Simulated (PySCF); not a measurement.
## Electronic structure of C₂H₉PSSi₂ in real space

Input file:

```
{"job": {"kind": "nmr", "xc": "PBE0", "basis": "pcSseg-1"}, "charge": 0, "multiplicity": 1}
C     -2.875720    -0.165618    -0.800913
C     -1.935641    -0.981972    -0.353298
Si    -0.292498    -0.387785     0.344683
P     -0.116675     1.815540    -0.064062
S      1.227865    -1.556675    -0.659518
Si     2.960944    -0.294538    -0.755903
H     -3.808773    -0.517133    -1.213340
H     -2.746464     0.907512    -0.776728
H     -2.090902    -2.051312    -0.404023
H     -0.165287    -0.730680     1.768830
H      0.963418     2.008326     0.780215
H     -1.021250     2.152574     0.925401
H      2.605438     0.920293    -1.479539
H      3.923782    -1.127309    -1.451371
H      3.367349     0.016765     0.611999
```

Run with:

```sh
OMP_NUM_THREADS=1 python probes_run.py task.json out
```

Geometry: GFN2-xTB.

Level of theory: PBE0/pcSseg-1, SCF density, gas phase, non-relativistic (PySCF).

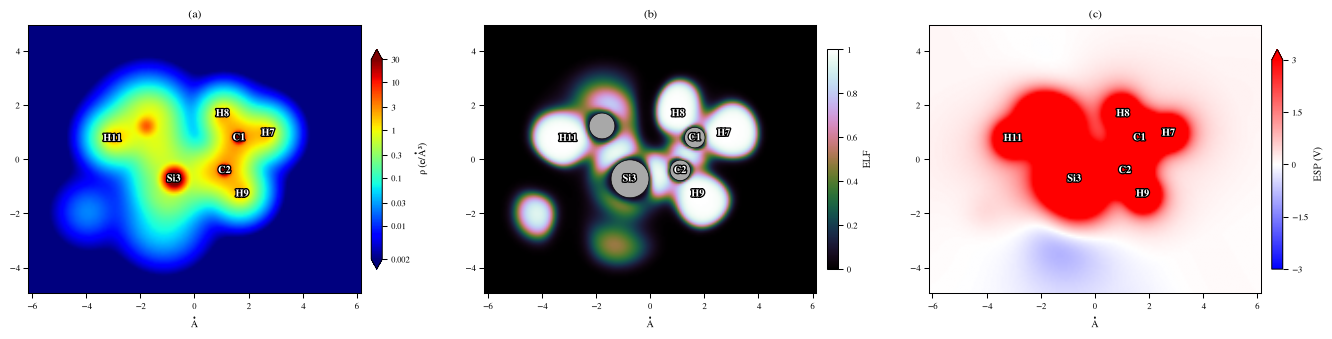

Figure 1. (a) electron density; (b) electron localisation function; (c) electrostatic potential on the plane of atoms Si3, C2 and H9. Grey discs cover the atomic cores in the ELF map.

What do the fields say about this system?

Answer. The plane passes through C, Si and H nuclei. C–C (1.32 Å): the density is about 2.3 e/Å³ at the midpoint; the ELF peaks at about 0.90 between the atoms; a short, multiple covalent bond. C–Si (1.88 Å): ρ at the midpoint is about 0.95 e/Å³; the ELF peaks at about 0.95 between the atoms, as expected for a shared electron pair. C–H (1.08 Å): ρ at the midpoint is about 2 e/Å³; the ELF climbs to about 1 towards the hydrogen, as it does in any bond to H: an ordinary covalent bond to hydrogen. Outside the dense part of the molecule the potential is most negative (−0.9 V) near S5, which lies off the plane.

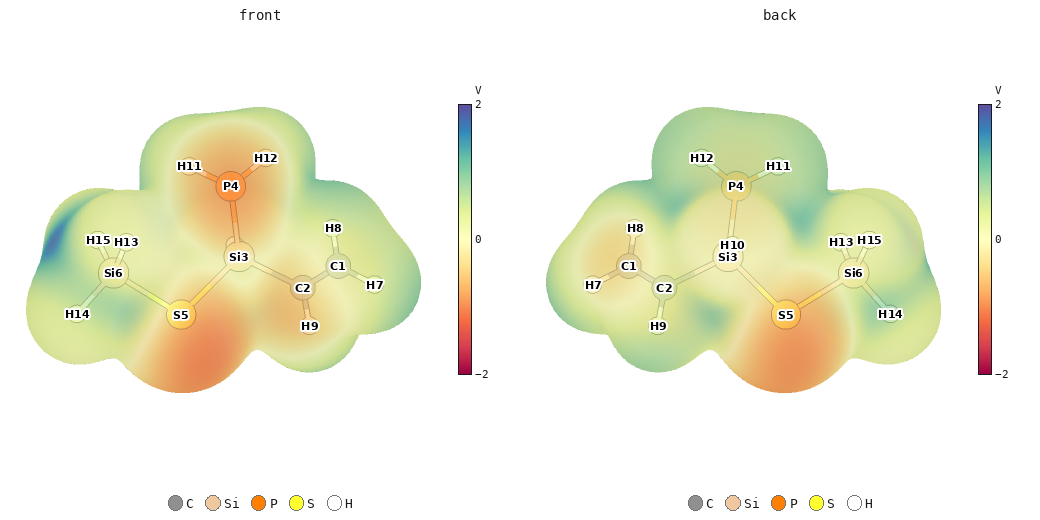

Figure 2. The molecular electrostatic potential painted on the density surface at 0.002 e/bohr³, seen from the front and from behind; red is negative and blue positive.

Where is the surface potential most negative and most positive?

Answer. The most negative region (about −1.1 V) lies over S5, the most positive (about +1.6 V) over Si6.
